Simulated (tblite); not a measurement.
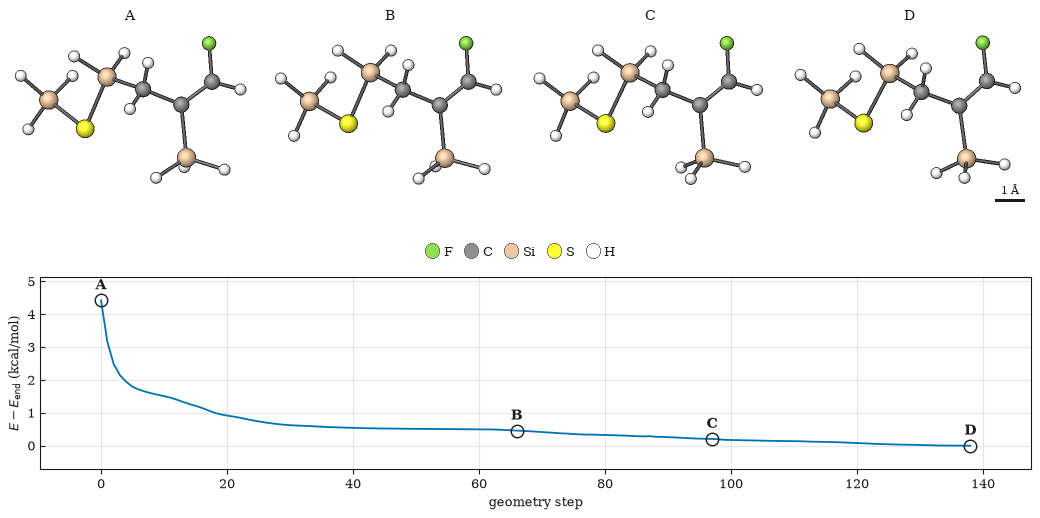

Frames of a relaxation of C₃H₁₁FSSi₃, marked on the history of the run. A ball-and-stick model, seen at a tilt.

Method: tblite, GFN2-xTB geometry optimisation, gas phase. 

### What happens along the run?

The energy falls by 4.42 kcal/mol in 138 geometry steps. An H atom moves most after the best rigid fit: 1.15 Å. Largest moves by element: H 1.15 Å, F 0.22 Å, S 0.21 Å, C 0.18 Å, Si 0.17 Å. Some distances before and after: C–C 1.351 → 1.323 Å, H–Si 1.477 → 1.451 Å, H–Si 1.488 → 1.466 Å, C–Si 1.882 → 1.902 Å. Among the angles between lasting bonds that change: Si–S–Si 95.0° → 103.1°, S–Si–H 108.5° → 103.1°, C–C–Si 116.5° → 111.2°. Groups turn about C–Si by about 45°. From step 0 to 66: an H atom moves most (0.33 Å), energy −3.97 kcal/mol. From step 66 to 97: an H atom moves most (0.56 Å), energy −0.25 kcal/mol. From step 97 to 138: an H atom moves most (0.51 Å), energy −0.21 kcal/mol.

| step | E − E(0), kcal/mol |
| --- | --- |
| 0 | 0.00 |
| 1 | -1.26 |
| 2 | -1.94 |
| 3 | -2.28 |
| 4 | -2.48 |
| 5 | -2.63 |
| 6 | -2.72 |
| 7 | -2.78 |
| 8 | -2.83 |
| 9 | -2.87 |
| 10 | -2.91 |
| 17 | -3.35 |
| 23 | -3.61 |
| 30 | -3.80 |
| 37 | -3.86 |
| 44 | -3.90 |
| 50 | -3.91 |
| 57 | -3.92 |
| 64 | -3.94 |
| 71 | -4.03 |
| 77 | -4.09 |
| 84 | -4.13 |
| 91 | -4.17 |
| 98 | -4.23 |
| 104 | -4.27 |
| 111 | -4.29 |
| 118 | -4.33 |
| 125 | -4.38 |
| 131 | -4.41 |
| 138 | -4.42 |
